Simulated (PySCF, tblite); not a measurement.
# C5H9FS3Si: geometry, infrared bands and NMR shifts

Wanted: the infrared bands and NMR shifts of C5H9FS3Si (`CS/C(=C\F)[SiH]1SCCS1`), by calculation.

Computed with tblite 0.8.0 and PySCF 2.14.0, with density-fitted response routines of our own, on a single molecule in the gas phase. Atoms are numbered from 0 throughout.

### 1 Starting geometry

19 atoms, charge 0, multiplicity 1; geometry from: force field or distance geometry start.

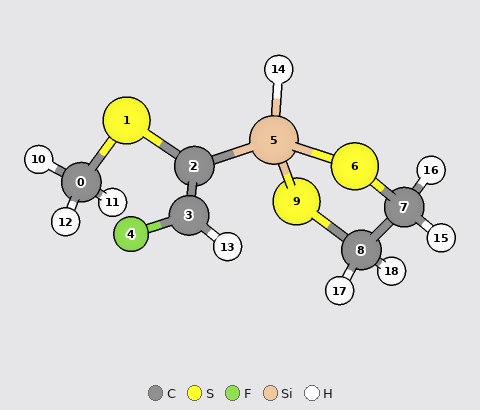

As it starts; carbon grey, sulfur yellow, fluorine green, silicon light orange, hydrogen white, atoms numbered.

### 2 Geometry optimisation with GFN2-xTB

What the job is given:

```
{"job": {"kind": "relax", "xc": "GFN2-xTB", "basis": "xTB"}, "charge": 0, "multiplicity": 1}
C      3.469100     0.086800     0.640300
S      2.561200     1.485600    -0.106500
C      1.113200     0.675000    -0.619200
C      1.127500    -0.222700    -1.614000
F      2.261400    -0.591500    -2.230900
Si    -0.443200     1.191600     0.242200
S     -2.179200     0.873300    -0.978100
C     -3.159000    -0.059300     0.251700
C     -2.284100    -1.065900     1.005200
S     -0.877900    -0.229600     1.806300
H      4.381200     0.457800     1.092700
H      2.854600    -0.388100     1.422700
H      3.717700    -0.651500    -0.106700
H      0.293800    -0.778100    -2.018000
H     -0.452200     2.577200     0.797900
H     -3.967200    -0.591000    -0.269900
H     -3.639600     0.644800     0.942000
H     -1.909800    -1.842300     0.327500
H     -2.877200    -1.562800     1.784500
```

The run is started by

```sh
OMP_NUM_THREADS=1 python probes_run.py task.json out
```

One launch serves the whole session: the jobs run in the order shown.

**Question.** This job is followed by: GFN2-xTB harmonic vibrations, gas phase; GIAO PBE0/pcSseg-1 NMR shielding, non-relativistic, gas phase. Predict these results of the whole session: strongest single infrared mode (GFN2-xTB); zero-point energy (GFN2-xTB); 13C shifts against TMS (PBE0/pcSseg-1, means over atoms taken as alike); 1H shifts against TMS (PBE0/pcSseg-1, means over atoms taken as alike); 33S shifts against CS2 (PBE0/pcSseg-1, means over atoms taken as alike); 19F shifts against CFCl3 (PBE0/pcSseg-1); 29Si shifts against TMS (PBE0/pcSseg-1); surface potential, least and greatest.

As calculated:

| quantity | value |
| --- | --- |
| strongest single infrared mode (GFN2-xTB) | 592 cm⁻¹, 205 km/mol |
| zero-point energy (GFN2-xTB) | 81.2 kcal/mol |
| 13C shifts against TMS (PBE0/pcSseg-1, means over atoms taken as alike) | 160.4, 116.4, 41.3, 23.2 ppm |
| 1H shifts against TMS (PBE0/pcSseg-1, means over atoms taken as alike) | 7.15, 5.68, 2.88, 2.81, 2.71 ppm |
| 33S shifts against CS2 (PBE0/pcSseg-1, means over atoms taken as alike) | 13, -116 ppm |
| 19F shifts against CFCl3 (PBE0/pcSseg-1) | -124.3 ppm |
| 29Si shifts against TMS (PBE0/pcSseg-1) | 17.9 ppm |
| surface potential, least and greatest | -0.87 V and 1.11 V |

**Reading.** The optimisation took 164 steps and gained 0.233 eV; among the close pairs (by a distance rule), Si5–H14 changed most, from 1.493 to 1.457 Å. All 51 modes are real, so the xTB geometry is a minimum. The strongest single mode, at 592 cm⁻¹, moves mainly H14. Unscaled tight-binding wavenumbers are off by several per cent, some by more. Its intensities can rank the bands wrongly. The most deshielded hydrogen is H13 (hydrogen on an alkene CH), at 7.15 ppm: olefinic region. At PBE0/pcSseg-1, counted by nearest atom on the grid, the HOMO lies on S1 51 %; C3 20 %, the LUMO on Si5 17 %; C2, C3 about 17 % each.
